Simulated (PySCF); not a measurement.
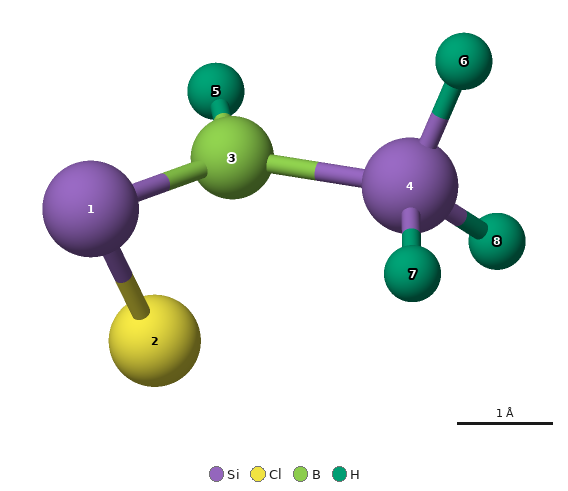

Figure 1. The input geometry (ball-and-stick view, seen at a tilt; atoms are numbered from 1 in the order of the input).

## Run report: BSi2H4Cl, core-level calculation

BSi2H4Cl, computed with delta-SCF UKS SCAN, pcX-2 on the ionised atom, pcseg-1 elsewhere, spin-free X2C (PySCF 2.14.0).

Figures and captions count atoms from 1; the log counts them from 0 in places.

Output
```
ground state, core basis on atom 0 (Si), 130 functions
  cycle   1  E = -1068.81674519  |g| = 3.05e-01
  cycle   2  E = -1068.71612301  |g| = 5.79e-01
  cycle   3  E = -1068.85143081  |g| = 6.29e-02
  cycle   4  E = -1068.85271045  |g| = 2.89e-02
  cycle   5  E = -1068.85297149  |g| = 1.33e-02
  cycle   6  E = -1068.85303390  |g| = 3.53e-03
  cycle   7  E = -1068.85303814  |g| = 9.29e-04
  cycle   8  E = -1068.85303985  |g| = 2.68e-04
  E(ground) = -1068.87886994 Eh
hole in Si 2p of atom 0
  cycle   1  E = -1064.53946996  |g| = 1.22e+00
  cycle   2  E = -1060.53712900  |g| = 1.99e+00
[... 10 cycles left out ...]
  E(ion) = -1064.90808544 Eh   <S^2> = 0.7541   hole on atom = 1.003   binding energy = 108.051 eV
  2p3/2 = 107.999 eV   2p1/2 = 108.660 eV
ground state, core basis on atom 1 (Cl), 130 functions
[... 6 cycles left out ...]
  E(ground) = -1068.99736426 Eh
hole in Cl 2p of atom 1
[... 9 cycles left out ...]
  E(ion) = -1061.39680832 Eh   <S^2> = 0.7525   hole on atom = 1.001   binding energy = 206.822 eV
  2p3/2 = 206.247 eV   2p1/2 = 207.901 eV
ground state, core basis on atom 2 (B), 119 functions
[... 6 cycles left out ...]
  E(ground) = -1068.82123652 Eh
hole in B 1s of atom 2
[... 11 cycles left out ...]
  E(ion) = -1061.65354542 Eh   <S^2> = 0.7865   hole on atom = 1.000   binding energy = 195.043 eV
ground state, core basis on atom 3 (Si), 130 functions
[... 5 cycles left out ...]
  cycle   6  E = -1068.85200087  |g| = 4.26e-04
  E(ground) = -1068.87687590 Eh
hole in Si 2p of atom 3
  cycle   1  E = -1064.59709334  |g| = 1.23e+00
  cycle   2  E = -1064.33315193  |g| = 1.15e+00
  cycle   3  E = -1064.85955024  |g| = 2.89e-01
  cycle   4  E = -1064.91807446  |g| = 1.30e-01
  cycle   5  E = -1064.92622564  |g| = 7.63e-02
  cycle   6  E = -1064.93050887  |g| = 1.45e-02
  cycle   7  E = -1064.93065359  |g| = 3.89e-03
  cycle   8  E = -1064.93066258  |g| = 1.49e-03
  cycle   9  E = -1064.93066451  |g| = 4.50e-04
  E(ion) = -1064.96694536 Eh   <S^2> = 0.7525   hole on atom = 1.002   binding energy = 106.395 eV
  2p3/2 = 106.200 eV   2p1/2 = 106.824 eV
```

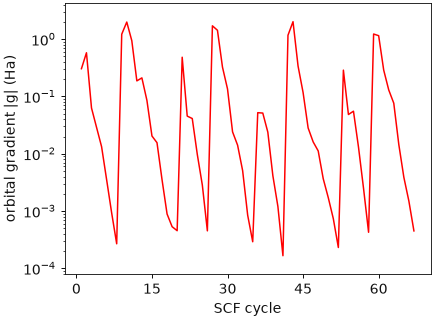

Figure 2. Convergence of the self-consistent field: orbital gradient |g| against the SCF cycle. All cycles printed in the log are drawn one after another.

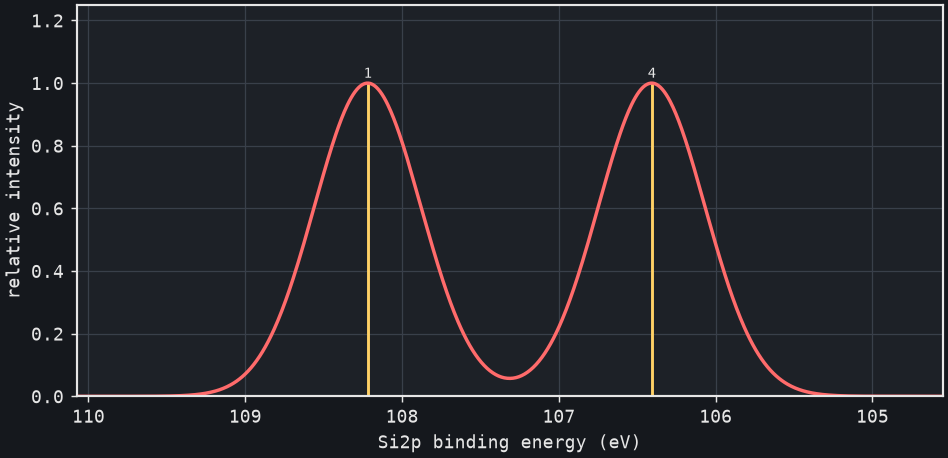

Figure 3. Si2p binding energies by ΔSCF of the atoms computed, labelled by atom number, with a Gaussian envelope of 0.8 eV full width. They run from 106.41 eV (atom 4) to 108.22 eV (atom 1).

The run was set up as follows.

Input file
```
{"job": {"kind": "xps", "holes": 5}, "charge": 0, "multiplicity": 1}
Si     1.570025    -1.166126    -1.456508
Cl    -0.359729    -0.480024    -2.317195
B      0.031079    -0.951663    -0.265615
Si    -0.112597     0.769433     0.775695
H     -0.675188    -1.889227     0.027840
H      0.281456     0.514246     2.199380
H      0.807181     1.831979     0.247002
H     -1.496089     1.342835     0.761538
```

The first line tells a small driver script what to run in PySCF; the rest is the geometry in Å.

Launch command:
```bash
OMP_NUM_THREADS=1 python <driver script> task.json out
```

Key numbers

```json
{"quantity": "outcome", "value": "converged"}
{"quantity": "hardware", "value": "1 CPU thread, shared host"}
{"quantity": "wall time", "value": "17 s"}
{"quantity": "peak memory", "value": "0.42 GiB"}
```
